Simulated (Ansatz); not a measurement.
AlP under a change: Al interstitial (started 2.23 Å from the nearest host atom)

Base system: a 24-atom supercell of AlP in the zinc blende structure (space group F-43m, No. 216; a = 5.471 Å) at its relaxed geometry.

Perturbation: a neutral Al interstitial (started 2.23 Å from the nearest host atom), atoms relaxed at fixed cell, starting from a slightly rattled geometry.

All numbers come from PBEsol (Ansatz, a quantum-chemistry and plane-wave program), scalar-relativistic without spin-orbit coupling. Γ-centred 4×3×4 mesh, Fermi–Dirac width 0.01 eV.

```tsv
quantity	base	changed	shift
gap of the supercell	1.45 eV	zero	–
total moment of the cell	–	0.0 μB	–
final site of the added atom	–	4 Al at 2.56–2.58 Å and 6 P at 2.64–2.78 Å	–
```

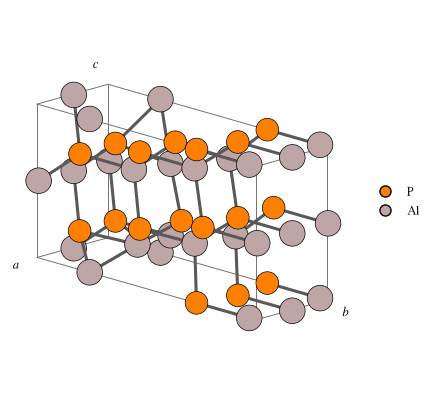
*The relaxed cell after the change*

Other magnetic orders, which the real material may have, were not ruled out. In so small a cell the defect repeats every few ångströms: this is an ordered compound, not a dilute defect. The mesh was chosen for an insulator and is coarse for the gapless case. Seeded moments were not kept for Al interstitial (started 2.23 Å from the nearest host atom). The defect cell is spin-polarised and ends with 0.0 μB.
